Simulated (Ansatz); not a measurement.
**Abstraction of H: Si2H6O2 + InH(OH) → Si2H5O2 + InH2(OH)**

Species: Si2H6O2 `O[SiH2][SiH2]O`, singlet; InH(OH), doublet; Si2H5O2 `O[SiH][SiH2]O`, doublet; InH2(OH), singlet. A radical takes H: the energy is the difference in strength between the Si–H bond broken and the In–H bond made.

Shapes, held fixed at every level: PBE0-D4/def2-TZVP. Flexible molecules stand in one conformer, not always the lowest. Programs: Ansatz 0.2.0. Electronic energies: no zero-point or thermal term.

```
             level                    kind  ΔE (kJ/mol)  less CCSD(T)/def2-TZVPP
     HF/def2-TZVPP            Hartree–Fock        +86.6                     +2.2
PBE0-D4/def2-TZVPP           global hybrid        +82.4                     -2.0
wB97M-V/def2-TZVPP  range-separated hybrid        +87.8                     +3.4
 B2PLYP/def2-TZVPP           double hybrid        +89.8                     +5.4
    MP2/def2-TZVPP     perturbation theory        +86.9                     +2.5
   CCSD/def2-TZVPP   coupled cluster or CI        +84.7                     +0.3
CCSD(T)/def2-TZVPP   coupled cluster or CI        +84.4                      0.0
```

The highest level, CCSD(T)/def2-TZVPP, gives ΔE = +84.4 kJ/mol; the levels span +82.4 to +89.8. The column of differences is taken from that level and isn't an error. No measured value is set beside it here. Open shells run unrestricted unless RO is named. For atoms past krypton def2 sets carry core potentials with scalar relativity. Correlated rows may include outer-core shells of In, which these sets cover unevenly.

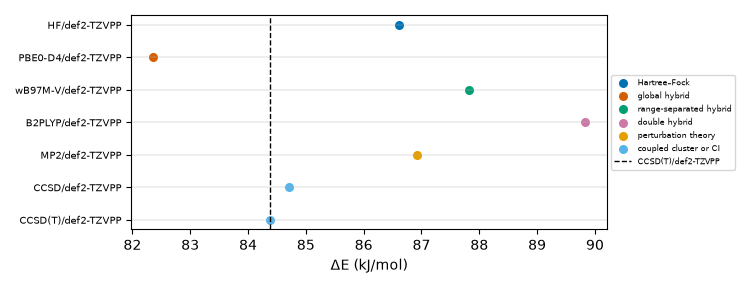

The values of the table, level by level.
